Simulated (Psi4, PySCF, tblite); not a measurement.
Approach curve of the dimer Cl2CrO2 ··· H2O (SMILES [O]=[Cr](=[O])([Cl])[Cl] and O). Monomers: optimised at B3LYP-D3(BJ) (def2-TZVP), held rigid. Orientation: lowest of the rigid-body minima from ten starts at GFN2-xTB. Only R, the distance of the centres of mass, is varied, so the lowest point isn't the relaxed dimer.

Geometry at R = 3.10 Å (first 5 atoms: monomer A):
```
8

Cr     0.1160    -0.0222     0.0403
O      1.2841    -0.5496    -0.8330
O      0.6176     0.1844     1.4933
Cl    -0.5594     1.8308    -0.7394
Cl    -1.4582    -1.4434     0.0388
O      2.3294     1.7510     0.1152
H      2.5367     1.6225     1.0464
H      2.9397     1.1791    -0.3614
```

GFN2-xTB (tblite); RHF/STO-3G = restricted Hartree-Fock/STO-3G, no counterpoise correction (PySCF); RKS-B3LYP/6-31G* = restricted B3LYP/6-31G*, spherical d, no counterpoise correction (PySCF); PBE/def2-TZVP, counterpoise-corrected (Psi4); RHF/LANL2DZ = PySCF with restricted Hartree-Fock/LANL2DZ, with its core potentials past Ne, no counterpoise correction.

Interaction energies in kJ/mol (negative: bound); R is the distance of the centres of mass, d the O3···H7 distance.

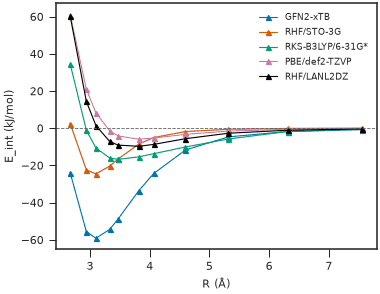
*Interaction energy against separation.*

| R / Å | d / Å | GFN2-xTB | RHF/STO-3G | RKS-B3LYP/6-31G* | PBE/def2-TZVP | RHF/LANL2DZ |
|---|---|---|---|---|---|---|
| 2.67 | 2.03 | -24.09 | 2.44 | 34.46 | 61.02 | 60.14 |
| 2.94 | 2.29 | -55.61 | -22.46 | -1.14 | 20.93 | 14.40 |
| 3.10 | 2.44 | -59.21 | -24.55 | -10.62 | 8.24 | 1.42 |
| 3.33 | 2.66 | -54.51 | -20.46 | -16.06 | -1.42 | -7.14 |
| 3.47 | 2.80 | -48.93 | -16.66 | -16.79 | -4.18 | -9.12 |
| 3.82 | 3.14 | -33.59 | -8.55 | -15.45 | -5.96 | -9.76 |
| 4.07 | 3.39 | -24.34 | -5.06 | -13.74 | -5.33 | -8.72 |
| 4.60 | 3.91 | -11.75 | -1.83 | -10.13 | -3.34 | -5.68 |
| 5.32 | 4.62 | -4.69 | -0.62 | -5.84 | -1.59 | -2.74 |
| 6.31 | 5.60 | -1.83 | -0.15 | -1.82 | -0.59 | -1.13 |
| 7.56 | 6.84 | -0.81 | 0.00 | -0.28 | -0.22 | -0.42 |

Lowest grid point: GFN2-xTB -59.21 kJ/mol at R = 3.10 Å; RHF/STO-3G -24.55 kJ/mol at R = 3.10 Å; RKS-B3LYP/6-31G* -16.79 kJ/mol at R = 3.47 Å; PBE/def2-TZVP -5.96 kJ/mol at R = 3.82 Å; RHF/LANL2DZ -9.76 kJ/mol at R = 3.82 Å.
